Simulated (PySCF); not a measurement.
## A study: Cl₂Ge, SMILES `Cl[Ge]Cl`

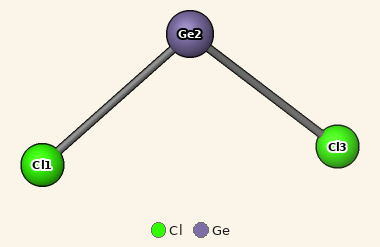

The molecule, with its atoms numbered as below. No frequency check shows the geometry to be a minimum.

Coordinates in Å:

```
Cl1      1.6509    0.6766    0.0000
Ge2      0.0000   -0.7189    0.0000
Cl3     -1.6509    0.6766    0.0000
```

## 1. Bonding charge

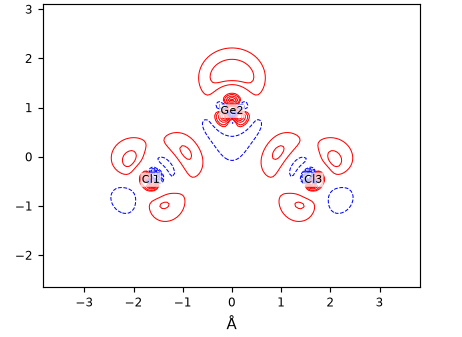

Deformation density (molecule less spherical, spin-averaged free atoms) in the molecular plane; contours at ±0.05 to ±0.8 e/Å³; solid red lines: gain, dashed blue lines: loss.

Level of theory: ωB97X/def2-SVP (PySCF), at a geometry from GFN2-xTB.

How much density has each bond in this plane gained at its critical point, relative to the free atoms?

Answer. Cl1–Ge2 and Ge2–Cl3: +0.04 e/Å³ at the bond critical point (bond length 2.16 Å, Mayer order 1.1); up to 0.6 Å beside the axis the gain reaches +0.11 e/Å³. In all, 0.7 electrons gather in the regions of gain relative to the promolecule. A small or negative value marks a very polar bond, one between electron-rich atoms, whose free-atom densities already overlap strongly, a long bond to a heavier atom, or a closed-shell contact such as a hydrogen bond.

## 2. Bond critical points

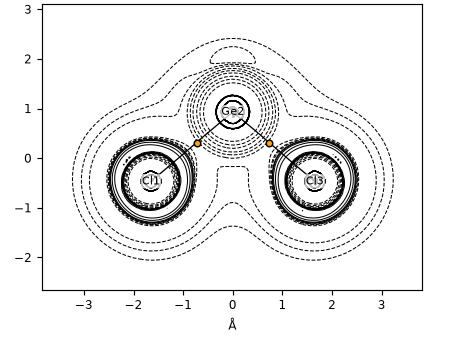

Negative Laplacian of the density (−∇²ρ) in the molecular plane (solid lines positive, dashed lines negative, contours at ±0.02 to ±8 a.u.), with bond paths and bond critical points (dots).

Sort the bonds in the plane by the sign of ∇²ρ at their critical points.

Answer. At none is it concentrated. Depleted (∇²ρ > 0): Cl1–Ge2 and Ge2–Cl3 (+0.15 a.u., H = −0.040).

Where along Cl1–Ge2 does the critical point lie?

Answer. 1.21 Å from Cl1 and 0.96 Å from Ge2.

## 3. Local ionisation energy

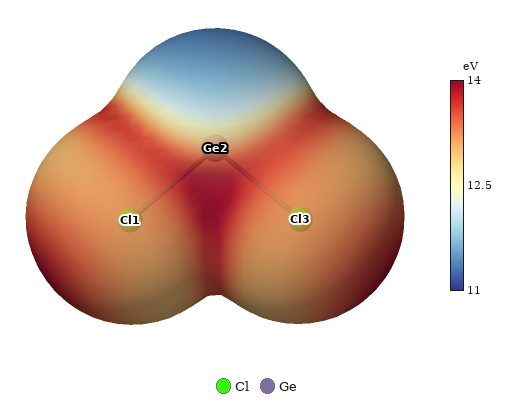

Average local ionisation energy on the surface of electron density 0.001 a.u.

Where are the most loosely bound electrons on this surface?

Answer. The lowest value is 11.3 eV, 2.3 Å from Ge2. Further minima include 12.9 eV, 2.1 Å from Cl3, and at like points elsewhere; 12.9 eV, 2.0 Å from Cl3, and at like points elsewhere. For comparison, the highest occupied orbital lies at −10.1 eV.

What volume does the surface enclose, and what is the dipole moment?

Answer. About 95 Å³; the dipole moment is 1.9 D.

## 4. Excited states

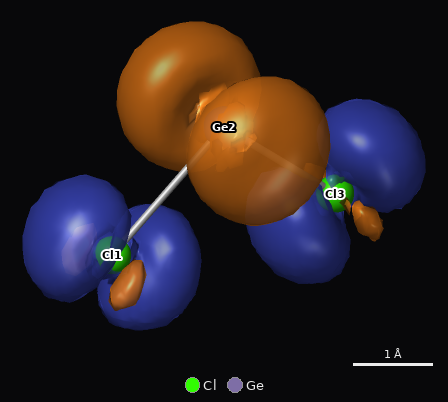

Unrelaxed difference density of T₂ less the ground state (full linear response triplet states), ±0.04 e/Å³; orange: gain, blue: loss.

Method: B3LYP/aug-cc-pVDZ; geometry: GFN2-xTB; program: PySCF.

How does the charge move on excitation?

Answer. 0.87 e is displaced in all, of which about 0.7 e passes between atoms: Cl1 and Cl3 (0.35 e each) lose electrons and Ge2 (0.71 e) gains them. The state: 4.13 eV (300 nm), spin-forbidden from the singlet ground state; the leading pair carries 100 %; hole on Cl1 and Cl3 (48 % each), electron on Ge2 (76 %) and Cl1 and Cl3 (12 % each); their centroids lie 1.2 Å apart.

## 5. Removing or adding an electron

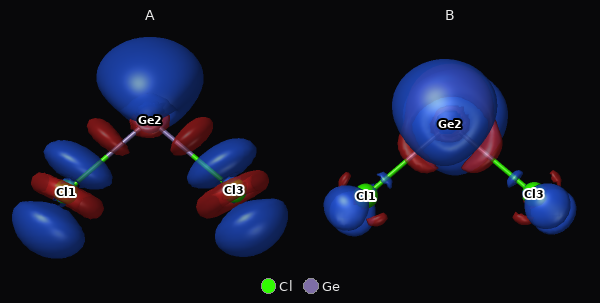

The two Fukui functions at ±0.03 e/Å³ (blue positive, red negative).

Level of theory: HF/def2-SVPD (PySCF), at a geometry from GFN2-xTB.

Which panel is f⁻ (electron removed) and which f⁺ (electron added)?

Answer. A is f⁻, B is f⁺. f⁻ (Hirshfeld-condensed) is largest on Ge2 (0.48) and Cl1 and Cl3 (0.26 each); the vertical ionisation energy is 9.68 eV. f⁺ (Hirshfeld-condensed) is largest on Ge2 (0.66); the vertical electron affinity is 0.83 eV (the stability of the anion's solution wasn't checked).

What chemical potential and hardness follow from the two energies?

Answer. μ = −(I + A)/2 = −5.25 eV and η = I − A = 8.85 eV.

## 6. Localised orbitals

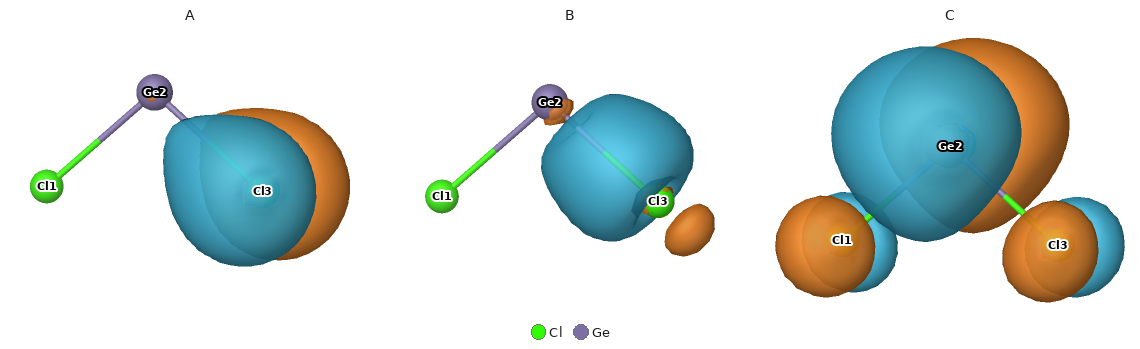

Intrinsic bond orbitals (IBO), occupied and valence-virtual; each surface holds about 80 % of the orbital's density. Energies are diagonal elements of the Fock matrix.

Level of theory: PBE0/def2-SVP (PySCF), at a geometry from GFN2-xTB.

What does each orbital represent in a Lewis picture?

Answer. By panel:
- A: lone pair on Cl3 (p-type) (Cl3 92 %, Ge2 8 %; −9.6 eV)
- B: σ bond Cl3–Ge2 (Cl3 74 %, Ge2 26 %; −15.6 eV)
- C: π* orbital Ge2–Cl1, mostly on Ge2 (Ge2 84 %, Cl1 8 %, Cl3 8 %; −2.8 eV)
